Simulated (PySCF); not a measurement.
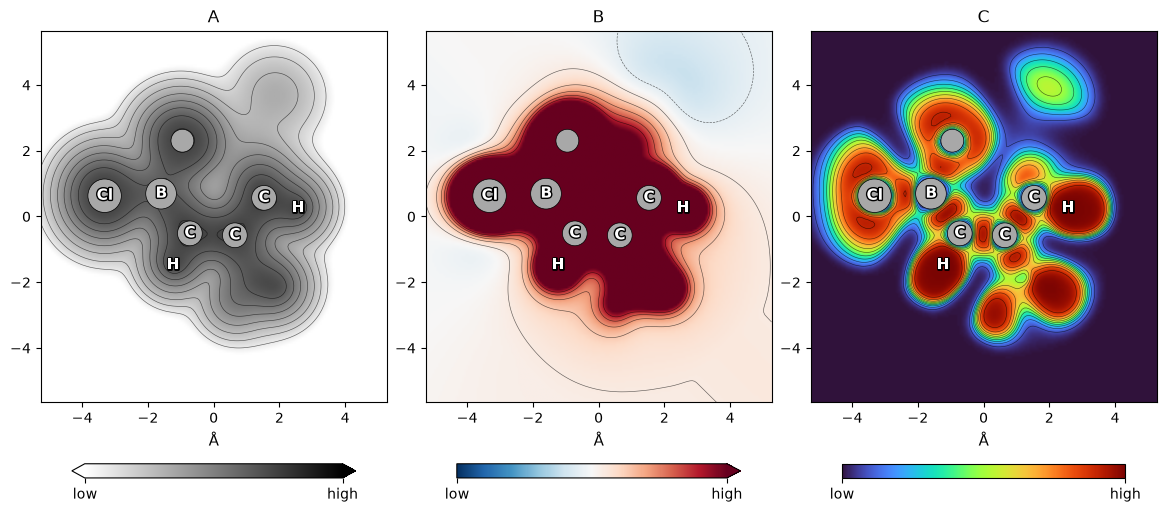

C4H7AlBCl3: 3 fields on the plane of atoms B4, C3 and H13, with unlabelled colour scales. Grey discs cover the atomic cores.

Geometry: GFN2-xTB.

Method: PBE0/pcSseg-1, SCF density, gas phase, non-relativistic in PySCF.

```xyz
16

C    -1.9801   -0.7640    0.2227
C    -0.5654   -0.4850   -0.1740
C     0.4420   -1.3000    0.2918
B     1.9079   -1.0269    0.3242
Cl    3.0735   -2.1336    0.9531
Cl    2.5603    0.5636   -0.1195
C    -0.3569    0.6813   -1.0095
Al    0.8442    1.9726    0.1006
Cl    1.4397    3.7420   -0.6965
H    -2.0532   -1.6006    0.9116
H    -2.5826   -0.9794   -0.6597
H    -2.4001    0.1222    0.6971
H     0.1074   -2.2014    0.7936
H    -1.3005    1.0585   -1.4046
H     0.3127    0.4737   -1.8559
H     0.5435    1.8861    1.6135
```

The panels show electron density, electron localisation function and electrostatic potential in some order. Assign them.

Answer. Panel A: electron density. Panel B: electrostatic potential (strongly positive close to the atoms, with negative regions outside electron-rich atoms). Panel C: electron localisation function. From the grid: C–C (1.38 Å): the density is about 2.1 e/Å³ at the midpoint; the ELF peaks at about 0.95 between the atoms, as expected for localised, covalent bonding. C–B (1.49 Å): ρ at the midpoint is about 1.6 e/Å³; the ELF peaks at about 0.95 between the atoms, as expected for localised, covalent bonding.
